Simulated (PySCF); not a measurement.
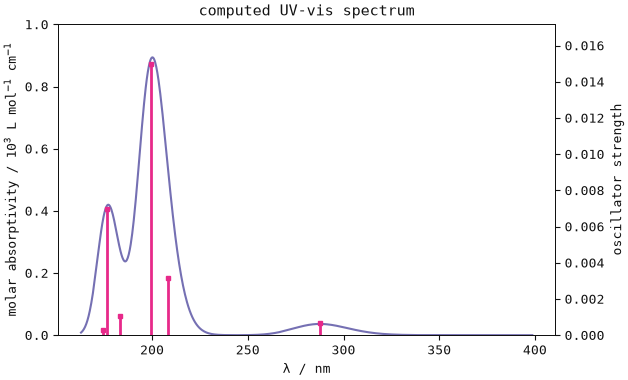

Vertical TDDFT excitations, PBE0/def2-SVPD, PySCF, at a GFN2-xTB geometry (no frequency check), gas phase. The lowest 6 singlet states are shown; each is broadened by a Gaussian of 1/e half-width 0.30 eV. Sticks give oscillator strengths (right axis).

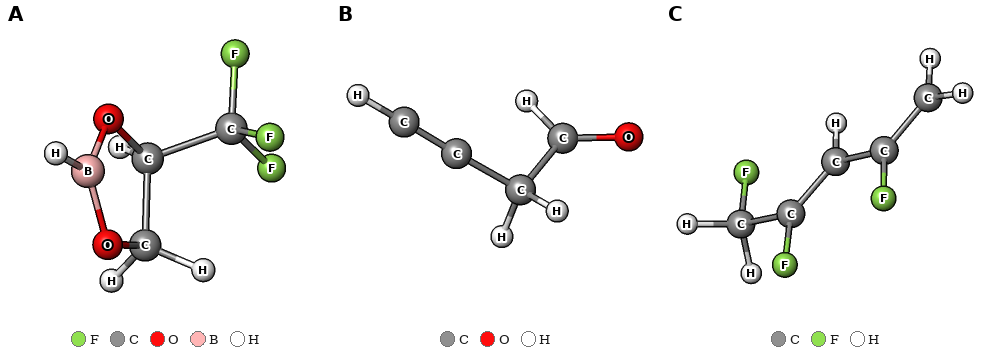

> Whose absorption spectrum is this? The candidates are drawn in the second picture.

Structure B, C₄H₄O, SMILES C#CCC=O. Its lowest singlet lies at 4.31 eV (f = 0.001) and the brightest of those computed is S3 at 6.22 eV (199 nm), f = 0.015, mainly HOMO−2 → LUMO (87 %).

Known limits of this run: the tight-binding geometry is rougher than a DFT one and adds to the error; one conformer of a flexible molecule; core orbitals are frozen in the response.
